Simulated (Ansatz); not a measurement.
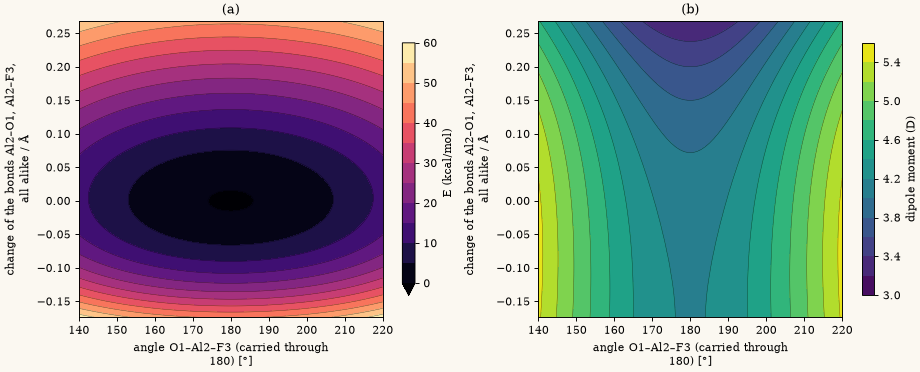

AlFO, SMILES [O]=[Al][F]. 
- The first coordinate is: angle O1–Al2–F3 (carried through 180); the second: change of the bonds Al2–O1, Al2–F3, all alike.
- Nothing is relaxed (all other coordinates rigid).
- Grid: 15 × 15 points; 120 points were computed and 105 follow by symmetry.
- Points are written as (first, second).
- All energies are given in kcal/mol relative to the lowest grid point.
- Level of theory: RHF/def2-TZVP (Ansatz 0.2.0).

Panel (a) is the energy; panel (b) is the computed dipole moment, in D.

The picture shows filled contours. Between grid points the surface is interpolated.

Question: How does the dipole moment vary over the map, and what is it at the lowest grid point?

Answer: Leaving out the highest fifth of the energies, it runs from 3.40 D at (180.0°, 0.238 Å) to 5.46 D at (140.0°, −0.079 Å). At the lowest grid point, (180.0°, 0.016 Å), it is 4.09 D.
